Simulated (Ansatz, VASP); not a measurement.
# GaSb: VASP beside Ansatz

Aim: how closely do two programs agree when they are given the same cell, functional and k mesh? The cell is taken from a series of VASP runs on this material, whose earlier steps may have relaxed, scaled or displaced it; both programs get it as it stands. Valence electrons are named where the data sets of a main pair hold unlike numbers.

Main program and level: Ansatz 0.2.0; plane waves, with VASP 6.6.1 beside it; band structure at LDA.

## 1. The structure

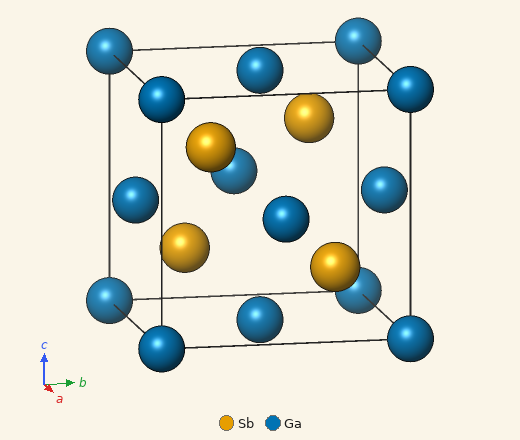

The cell as given, slightly off an axis (antimony orange, gallium blue). This picture shows the conventional cell, with its axes. Some periodic images of atoms are drawn too.

Structure file:

```
Sb Ga
1.0
     0.00000    3.02536    3.02536
     3.02536    0.00000    3.02536
     3.02536    3.02536    0.00000
Sb Ga
1 1
Cartesian
  4.5380 4.5380 4.5380
  0.0000 0.0000 0.0000
```

## 2. VASP: band structure, LDA

Levels along a path test the potential and the projectors away from the mesh points.

Lines of VASP's logs that name or quote its potential files are left out, and so is its time.

INCAR reads:

```
SYSTEM = GaSb
PREC = Accurate
ENCUT = 350
EDIFF = 1E-06
NELM = 100
ISMEAR = 0
SIGMA = 0.03
LREAL = .FALSE.
ALGO = Normal
GGA = CA
NBANDS = 21
LORBIT = 11
LWAVE = .FALSE.
LCHARG = .FALSE.
KPAR = 4
LASPH = .TRUE.
```

POSCAR reads:

```
GaSb
1.0
    0.0000000000      3.0253612038      3.0253612038
    3.0253612038      0.0000000000      3.0253612038
    3.0253612038      3.0253612038      0.0000000000
Sb Ga
1 1
Direct
    0.7500000000      0.7500000000      0.7500000000
    0.0000000000      0.0000000000      0.0000000000
```

KPOINTS reads:

```
Automatic mesh
0
Gamma
6 6 6
0 0 0
```

KPOINTS_OPT reads:

```
Line mode
10
Line-mode
Reciprocal
  0.00000000   0.00000000   0.00000000 GAMMA
  0.50000000   0.00000000   0.50000000 X

  0.50000000   0.00000000   0.50000000 X
  0.50000000   0.25000000   0.75000000 W

  0.50000000   0.25000000   0.75000000 W
  0.37500000   0.37500000   0.75000000 K

  0.37500000   0.37500000   0.75000000 K
  0.00000000   0.00000000   0.00000000 GAMMA

  0.00000000   0.00000000   0.00000000 GAMMA
  0.50000000   0.50000000   0.50000000 L

  0.50000000   0.50000000   0.50000000 L
  0.62500000   0.25000000   0.62500000 U

  0.62500000   0.25000000   0.62500000 U
  0.50000000   0.25000000   0.75000000 W

  0.50000000   0.25000000   0.75000000 W
  0.50000000   0.50000000   0.50000000 L

  0.50000000   0.50000000   0.50000000 L
  0.37500000   0.37500000   0.75000000 K

  0.62500000   0.25000000   0.62500000 U
  0.50000000   0.00000000   0.50000000 X
```

PAW data sets: Sb and Ga_d (LDA family, release 64).

On the command line:

```sh
$ mpirun -np 4 vasp_std
```

Numbers of over 12 decimals in the logs are rounded to 6 here.

Log:

```text
[banner, memory and clock lines left out]
running    4 mpi-ranks, on    1 nodes
 distrk:  each k-point on    1 cores,    4 groups
 distr:  one band on    1 cores,    1 groups

 POSCAR found type information on POSCAR SbGa
 POSCAR found :  2 types and       2 ions
 LDA part: xc-table for (Slater(with rela. corr.)+CA(PZ))
 , standard interpolation
 POSCAR, INCAR and KPOINTS ok, starting setup
 FFT: planning ... GRIDC
 FFT: planning ... GRID_SOFT
 FFT: planning ... GRID
 WAVECAR not read
 entering main loop
       N       E                     dE             d eps       ncg     rms          rms(c)
DAV:   1     0.918462999380E+02    0.91846E+02   -0.63866E+03   724   0.897E+02
DAV:   2     0.697905842714E+00   -0.91148E+02   -0.85542E+02   703   0.250E+02
DAV:   3    -0.858500746096E+01   -0.92829E+01   -0.92341E+01   823   0.590E+01
DAV:   4    -0.876952791085E+01   -0.18452E+00   -0.18446E+00   796   0.918E+00
DAV:   5    -0.877285740237E+01   -0.33295E-02   -0.33294E-02   833   0.116E+00    0.347E+00
DAV:   6    -0.867857068787E+01    0.94287E-01   -0.57113E-02   950   0.318E+00    0.199E+00
DAV:   7    -0.864039094603E+01    0.38180E-01   -0.41081E-02   793   0.131E+00    0.317E-01
DAV:   8    -0.864013865087E+01    0.25230E-03   -0.48261E-03   758   0.596E-01    0.122E-01
DAV:   9    -0.864022648299E+01   -0.87832E-04   -0.38221E-04   857   0.142E-01    0.487E-02
DAV:  10    -0.864021326833E+01    0.13215E-04   -0.22245E-05   828   0.433E-02    0.127E-02
DAV:  11    -0.864021556944E+01   -0.23011E-05   -0.35927E-06   767   0.115E-02    0.807E-03
DAV:  12    -0.864021549357E+01    0.75873E-07   -0.22691E-07   466   0.415E-03
   1 F= -.86402155E+01 E0= -.86402105E+01  d E =-.100573E-04
 Start KPOINTS_OPT (optional k-point list driver)
k-point batch [1-16\100]
       N       E                     dE             ncg
DAV:   1     0.228235691796E+02   -0.55997E+04      721
DAV:   2    -0.144260690892E+04   -0.14654E+04      688
DAV:   3    -0.159448399627E+04   -0.15188E+03      864
DAV:   4    -0.159741152123E+04   -0.29275E+01      802
DAV:   5    -0.159746550104E+04   -0.53980E-01      805
DAV:   6    -0.159746794353E+04   -0.24425E-02      991
DAV:   7    -0.159746796306E+04   -0.19530E-04      828
DAV:   8    -0.159746796339E+04   -0.32937E-06      711
[...]
k-point batch [97-100\100]
       N       E                     dE             ncg
DAV:   1     0.611035334952E+04   -0.20521E+04      173
DAV:   2     0.573743037470E+04   -0.37292E+03      192
DAV:   3     0.570116139824E+04   -0.36269E+02      193
DAV:   4     0.570048406603E+04   -0.67733E+00      216
DAV:   5     0.570047150658E+04   -0.12559E-01      199
DAV:   6     0.570047087276E+04   -0.63381E-03      256
DAV:   7     0.570047086958E+04   -0.31802E-05      201
DAV:   8     0.570047086947E+04   -0.11425E-06      192
```

From OUTCAR (step 2):

```text
ion  position               nearest neighbor table
   1  0.750  0.750  0.750-   2 2.62   2 2.62   2 2.62   2 2.62
   2  0.000  0.000  0.000-   1 2.62   1 2.62   1 2.62   1 2.62

  LATTYP: Found a face centered cubic cell.
 ALAT       =     6.0507224076

 Subroutine GETGRP returns: Found 24 space group operations
 (whereof 24 operations were pure point group operations)

The static configuration has the point symmetry T_d .

 Found     16 irreducible k-points:

   k-points           NKPTS =     16   k-points in BZ     NKDIM =     16   number of bands    NBANDS=     21

   dimension x,y,z NGX =    28 NGY =   28 NGZ =   28
   dimension x,y,z NGXF=    56 NGYF=   56 NGZF=   56

   ENCUT  =  350.0 eV  25.72 Ry    5.07 a.u.   6.53  6.53  6.53*2*pi/ulx,y,z

   NELECT =      18.0000    total number of electrons

 k-points in reciprocal lattice and weights: Automatic mesh
   0.00000000  0.00000000  0.00000000       0.005
   0.16666667  0.00000000  0.00000000       0.037
   0.33333333  0.00000000  0.00000000       0.037
   0.50000000  0.00000000  0.00000000       0.019
   0.16666667  0.16666667  0.00000000       0.028
   0.33333333  0.16666667  0.00000000       0.111
   0.50000000  0.16666667  0.00000000       0.111
  -0.33333333  0.16666667  0.00000000       0.111
  -0.16666667  0.16666667  0.00000000       0.056
[...]
-0.33333333  0.33333333  0.16666667       0.111
  -0.33333333  0.50000000  0.16666667       0.056

 average (electrostatic) potential at core
       1 -88.3275       2 -66.5849

 E-fermi :   5.0939

 k-point     1 :       0.0000    0.0000    0.0000
  band No.  band energies     occupation
    ...
      5     -10.1269      2.00000
      6      -6.7177      2.00000
      7       5.0355      1.99407
      8       5.0355      1.99407
      9       5.0355      1.99407
     10       5.1442      0.01778
     11       7.7688      0.00000
     12       7.7688      0.00000
     13       7.7688      0.00000
     14      10.6697      0.00000
    ...

 k-point     2 :       0.1667    0.0000    0.0000
  band No.  band energies     occupation
    ...
      5     -10.1270      2.00000
      6      -6.4242      2.00000
      7       2.2726      2.00000
      8       4.6092      2.00000
      9       4.6092      2.00000
     10       6.0478      0.00000
     11       8.3309      0.00000
     12       8.3309      0.00000
     13       8.9955      0.00000
     14      11.9619      0.00000
    ...

 k-point     3 :       0.3333    0.0000    0.0000
  band No.  band energies     occupation
    ...
      5     -10.1269      2.00000
      6      -5.6376      2.00000
      7      -0.2932      2.00000
      8       4.0421      2.00000
      9       4.0421      2.00000
     10       5.5939      0.00000
     11       8.7737      0.00000
     12       8.7737      0.00000
     13      11.4362      0.00000
     14      11.9887      0.00000
    ...

  Total       -0.0104537     -0.0104537     -0.0104537     -0.0000000     -0.0000000     -0.0000000
  in kB       -0.3024259     -0.3024259     -0.3024259     -0.0000000     -0.0000000     -0.0000000
  external PRESSURE =      -0.3024259 kB  Pullay stress =       0.0000000 kB

  energy-cutoff  :      350.00
  volume of cell :       55.38
      direct lattice vectors                 reciprocal lattice vectors
     0.000000000  3.025361204  3.025361204    -0.165269522  0.165269522  0.165269522
     3.025361204  0.000000000  3.025361204     0.165269522 -0.165269522  0.165269522
     3.025361204  3.025361204  0.000000000     0.165269522  0.165269522 -0.165269522

 POSITION                                       TOTAL-FORCE (eV/Angst)
 -----------------------------------------------------------------------------------
      4.53804      4.53804      4.53804         0.000000     -0.000000     -0.000000
      0.00000      0.00000      0.00000        -0.000000      0.000000      0.000000
 -----------------------------------------------------------------------------------
    total drift:                               -0.000001     -0.000001     -0.000001

  FREE ENERGIE OF THE ION-ELECTRON SYSTEM (eV)
  ---------------------------------------------------
  free  energy   TOTEN  =        -8.6402154936 eV

  energy  without entropy=       -8.6402054362  energy(sigma->0) =       -8.64021046

 total charge
# of ion       s       p       d       tot
------------------------------------------
    1        1.131   1.372   0.031   2.534
    2        0.914   0.804   9.965  11.683
--------------------------------------------------
tot          2.045   2.175   9.996  14.216

[... 3 further parts left out ...]
```

The run ends at a pressure of -0.03 GPa.

## 3. Ansatz: band structure, LDA

Ansatz runs on its default PAW (the set named soft_2) files.

The same cell, functional (in two slightly different forms), mesh and smearing now go to Ansatz, which takes its cutoff from its data sets.

input.yaml reads:

```yaml
crystal:
  lattice:
    - [0.0, 3.0253612038, 3.0253612038]
    - [3.0253612038, 0.0, 3.0253612038]
    - [3.0253612038, 3.0253612038, 0.0]
  atoms:
    - { symbol: Sb, position: [0.75, 0.75, 0.75] }
    - { symbol: Ga, position: [0.0, 0.0, 0.0] }
hamiltonian:
  xc: lda
  pseudopotentials: { kind: paw }
kpoints:
  mp_grid: { grid: [6, 6, 6] }
  band_path:
    path:
      - [0.0, 0.0, 0.0]
      - [0.16667, 0.0, 0.16667]
      - [0.33333, 0.0, 0.33333]
      - [0.5, 0.0, 0.5]
      - [0.5, 0.08333, 0.58333]
      - [0.5, 0.19444, 0.69444]
      - [0.5, 0.25, 0.75]
      - [0.45833, 0.29167, 0.75]
      - [0.40278, 0.34722, 0.75]
      - [0.375, 0.375, 0.75]
      - [0.20833, 0.20833, 0.41667]
      - [0.08333, 0.08333, 0.16667]
      - [0.0, 0.0, 0.0]
      - [0.22222, 0.22222, 0.22222]
      - [0.38889, 0.38889, 0.38889]
      - [0.51389, 0.47222, 0.51389]
      - [0.55556, 0.38889, 0.55556]
      - [0.61111, 0.27778, 0.61111]
      - [0.61111, 0.25, 0.63889]
      - [0.56944, 0.25, 0.68056]
      - [0.51389, 0.25, 0.73611]
      - [0.5, 0.27778, 0.72222]
      - [0.5, 0.38889, 0.61111]
      - [0.5, 0.47222, 0.52778]
      - [0.48611, 0.48611, 0.52778]
      - [0.43056, 0.43056, 0.63889]
      - [0.38889, 0.38889, 0.72222]
      - [0.59722, 0.19444, 0.59722]
      - [0.55556, 0.11111, 0.55556]
      - [0.5, 0.0, 0.5]
    npoints: 1
scf:
  occupations: { method: gaussian, width: 0.03 }
  n_extra_bands: 7
output:
  forces: true
  stress: true
  eigenvalues: true
```

On the command line:

```sh
$ ansatz run input.yaml --threads 2 --pin off --max-ram 4608MiB --backend cpu --events-out ev --progress --plain --runs-dir out
```

Log:

```text
scf.n_extra_bands = 7 over 14 filled bands (N_el = 28.0): the run solves 21 bands
Engine: ansatz 0.2.0, aarch64-unknown-linux-gnu
Pseudopotentials: kind: paw
Pseudopotential: Sb, paw, valence charge 15, recommended cutoff 420 eV (normal), Sb.paw.azcp
Pseudopotential: Ga, paw, valence charge 13, recommended cutoff 420 eV (normal), Ga.paw.azcp
Functional definition: SPW92
  exchange = slater_x
  correlation = pw_c
Crystal: 2 atoms, lattice volume = 55.381 Å³
Basis set: ecut = 420 eV, 1067 PW (Γ)
Bands: 21, of which v1, the nominal top of the filled ones, is band 14 counted from 1 (13 counted from 0)
Symmetry: 24 space group operations
Space group: F-43m (ITA 216), of the structure as read, at distance tolerance 3.8e-5 Å
k-points: 16 of 216 (time reversal used)
Non-local potential: Sb, projectors of the file, l = 0: 2, l = 1: 2, l = 2: 2, l = 3: 2
Non-local potential: Ga, projectors of the file, l = 0: 2, l = 1: 2, l = 2: 3, l = 3: 1
PAW form: soft (Blöchl's): semilocal exchange-correlation on the pseudo side does not see the compensation charge
PAW frozen core: Sb, regenerated for the run's functional, and the local potential with it (the file was generated under x = pbe(κ = 0.804, μ = 0.219515), c = pbe(β = 0.066725))
PAW frozen core: Ga, regenerated for the run's functional, and the local potential with it (the file was generated under x = pbe(κ = 0.804, μ = 0.219515), c = pbe(β = 0.066725))
PAW one-centre angular grid: Sb, 590 points (default); XC on 64 Gauss nodes
PAW one-centre angular grid: Ga, 590 points (default); XC on 64 Gauss nodes
Initial density: superposition of atomic densities (neutral atoms: chi_scale 0, normalization atom), corrected by the library's trained network
Initial wavefunctions: pseudopotential atomic-orbital guess
Functional: x = slater, c = lda
SCF iter   1: F=—  HF=-10043.022324 eV  |F-HF|=—  |Δ(HF+E_count)|=         —  Δρ=5.34e-3  dr2=6.76e-3  ethr=1.77e-3  ⟨swp⟩=6.2  Hψ=1809  notcnv=0
preconditioner: auto → none  [insulator: Δε(μ)=0.045 eV  Ē_g=16.941 eV  σ=0.030 eV  W_gap=0.68  n_scr=14 (ndim 8)  ℏωp=21.2 eV  f_vac=0.084  D(μ)=0.33/eV (n_scr^D=0)  ε∞_Penn≈2.6]
SCF iter   2: F=—  HF=-10043.018975 eV  |F-HF|=—  |Δ(HF+E_count)|=   3.35e-3  Δρ=2.37e-3  dr2=1.07e-3  ethr=2.42e-5  ⟨swp⟩=2.1  Hψ=694  notcnv=0  defer=36
SCF iter   3: F=—  HF=-10043.018934 eV  |F-HF|=—  |Δ(HF+E_count)|=   4.09e-5  Δρ=4.54e-4  dr2=1.30e-4  ethr=3.81e-6  ⟨swp⟩=2.8  Hψ=578  notcnv=0  defer=36
SCF iter   4: F=—  HF=-10043.018888 eV  |F-HF|=—  |Δ(HF+E_count)|=   4.65e-5  Δρ=2.00e-4  dr2=1.30e-5  ethr=4.63e-7  ⟨swp⟩=2.0  Hψ=443  notcnv=0  defer=36
SCF iter   5: F=—  HF=-10043.018878 eV  |F-HF|=—  |Δ(HF+E_count)|=   9.64e-6  Δρ=3.51e-5  dr2=4.76e-7  ethr=4.63e-8  ⟨swp⟩=2.0  Hψ=438  notcnv=0  defer=36
SCF iter   6: F=-10043.018878 eV  HF=-10043.018878 eV  |F-HF|=2.25e-9  |Δ(HF+E_count)|=   8.08e-8  Δρ=5.40e-6  dr2=1.19e-8  ethr=3.57e-10  ⟨swp⟩=8.7  Hψ=1721  notcnv=0
SCF 1 converged in 6 iterations: F = -10043.018878 eV  dr2 = 1.19e-8
  greatest PAW one-centre occupation: 0.998 electrons in one spin orbital (limit 2), on the Sb atom at site 0 (counted from 0), in its partial waves of l = 2
NSCF: frozen V_eff on 30 k-points
SCF converged after 6 iterations
Free energy (F): -10043.018878 eV
Harris-Foulkes:  -10043.018878 eV  (|F-HF|=2.25e-9)
Internal energy: -10043.018765 eV  (E = F + TS)
E sigma→0 (E₀):  -10043.018822 eV
Entropy (-TS):   -0.000113 eV (-0.057 meV/atom)
Fermi energy:    7.865550 eV
--- Per-component energies (eV) ---
  E_band       = -260.138288
  E_kinetic    = 325.694400
  E_local      = -3878.985831  (includes V_loc(G=0)·N_el)
  E_nonlocal   = 793.415820
  E_hartree    = 1783.306546
  E_xc         = -206.967221
  E_vxc        = -156.325573  (∫ρ·V_xc dr)
  E_paw        = -6340.120793  (= ΣΔE_a)
  E_vpaw       = -910.555057  (= ΣTr[D̂ρ^β])
  E_aug_tail   = -0.000125  (compensation charges beyond the density's cutoff)
  E_ewald      = -2521.648864
  E_core_change = 2.287303  (= ΣΔE_core)
  E_smearing   = -0.000113  (= −TS)
  E_closure    = -0.000000  (closes the sum)
  Σ components = -10043.018878   (vs F -10043.018878, Δ=0.00e0)
--- Forces (eV/Å), atoms counted from 1 ---
  atom   1  Sb     0.00000000    -0.00000000    -0.00000000
  atom   2  Ga    -0.00000000    -0.00000000     0.00000000
  max |Σ_I F_I| component: 3.70e-17 eV/Å
--- Stress (GPa, compression-positive) ---
       -0.083786      -0.000000      -0.000000
       -0.000000      -0.083786       0.000000
       -0.000000       0.000000      -0.083786
  P = ⅓ Tr σ = -0.0838 GPa (-0.838 kbar)
--- Band table (eV; the first three rows and the last of 16) ---
  k-point 0: bands = [... 10 lower, -3.9408, 7.8315, 7.8315, 7.8315, 7.8864, 10.5915, 10.5915, 10.5915, ... 3 higher]
  k-point 1: bands = [... 10 lower, -3.6479, 5.0555, 7.4079, 7.4079, 8.8262, 11.1546, 11.1546, 11.7969, ... 3 higher]
  k-point 2: bands = [... 10 lower, -2.8641, 2.5010, 6.8429, 6.8429, 8.3749, 11.6031, 11.6031, 14.2518, ... 3 higher]
  k-point 15: bands = [... 10 lower, -1.3411, 0.9369, 4.4969, 4.6735, 10.3647, 10.5891, 13.9561, 13.9971, ... 3 higher]
```

Run time: 1.9 s. Hardware: 2 threads of Arm Neoverse V1, shared host; peak memory 0.31 GiB; 3.6 s of CPU time.

The column dr2 measures how far the density is from self-consistency, as an energy; F and HF (Harris–Foulkes) agree once it is small.

## 4. Comparison

Known differences besides the potentials themselves: the two LDA forms differ slightly; the data sets hold 28 valence electrons in Ansatz (on its default PAW (the set named soft_2) files) and 18 in VASP; the cutoff is 420 eV in Ansatz and 350 eV in VASP; VASP's log shows a relativistic correction to its local exchange, Ansatz's none. Total energies have different zeros and are not compared.

The two programs side by side:

| quantity | Ansatz | VASP | difference |
| --- | --- | --- | --- |
| pressure (GPa) | -0.08 | -0.03 | -0.05 |
| gap over the path points (eV) | 0.055 | 0.109 | -0.054 |

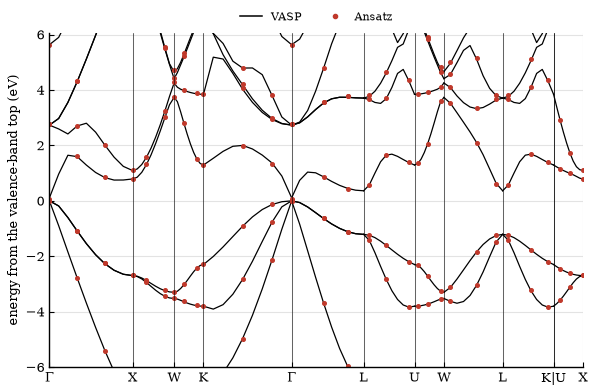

Bands from VASP (lines) and levels from Ansatz (dots). Dots without a line are higher empty bands that the VASP plot leaves out.

Levels at points of the path, from each program's valence-band top (eV; 3 filled, then empty):

```csv
k (reciprocal lattice),Ansatz,VASP
0.000 0.000 0.000,0.00 0.00 0.00 0.06 2.76 2.76,0.00 0.00 0.00 0.11 2.73 2.73
0.167 0.000 0.167,-2.80 -1.08 -1.08 1.61 2.69 4.33,-2.78 -1.08 -1.08 1.60 2.70 4.30
0.333 0.000 0.333,-5.41 -2.26 -2.26 0.85 2.02 6.90,-5.40 -2.27 -2.27 0.84 2.01 6.84
0.500 0.000 0.500,-7.00 -2.69 -2.69 0.80 1.11 8.85,-7.01 -2.70 -2.70 0.79 1.09 8.79
0.500 0.083 0.583,-6.97 -2.93 -2.86 1.32 1.58 7.91,-6.98 -2.94 -2.88 1.30 1.57 7.83
0.500 0.194 0.694,-6.87 -3.43 -3.23 3.01 3.25 5.53,-6.89 -3.44 -3.24 3.00 3.24 5.48
0.500 0.250 0.750,-6.86 -3.51 -3.29 3.74 4.28 4.42,-6.87 -3.52 -3.30 3.73 4.25 4.41
0.458 0.292 0.750,-6.84 -3.63 -3.02 2.82 4.00 5.23,-6.85 -3.64 -3.03 2.81 3.98 5.19
0.403 0.347 0.750,-6.81 -3.77 -2.41 1.51 3.88 6.42,-6.82 -3.78 -2.42 1.50 3.86 6.37
0.375 0.375 0.750,-6.81 -3.79 -2.29 1.30 3.86 6.67,-6.82 -3.80 -2.30 1.29 3.84 6.64
```

Among the levels compared at these points, filled levels agree within 20 meV and empty ones within 81 meV. Ansatz's pressure holds a Pulay correction of 0.03 GPa; VASP's holds none.

## 5. Outcome

```
largest difference of a filled level at the path points (band structure, LDA) : 20 meV
difference in gap over the path points (band structure, LDA)                  : -0.054 eV
```

What this shows: The difference in gap over the path points is -0.054 eV (band structure, LDA), within the 0.08 eV picked in this series as the mark of a large difference. The data sets hold unlike numbers of valence electrons (28 in Ansatz and 18 in VASP), so part of the differences comes from the potentials. 1 further run of this series is not shown here. Such differences can come from data sets, numerical settings and the points named under the comparisons, not from the functional's error against experiment.

[Lines on the potential files, build, host, timing and source positions are cut from VASP's logs without a mark.]

[Logs are printed without paths, hosts, clocks, repeated set-up lines and the standing remarks that a program may print on its own settings, such as how far it seeks lower states.]

[Hosts, paths, dates, database ids (printed as entryN), source tags and the programs' standing remarks are cut or masked in the printed files.]
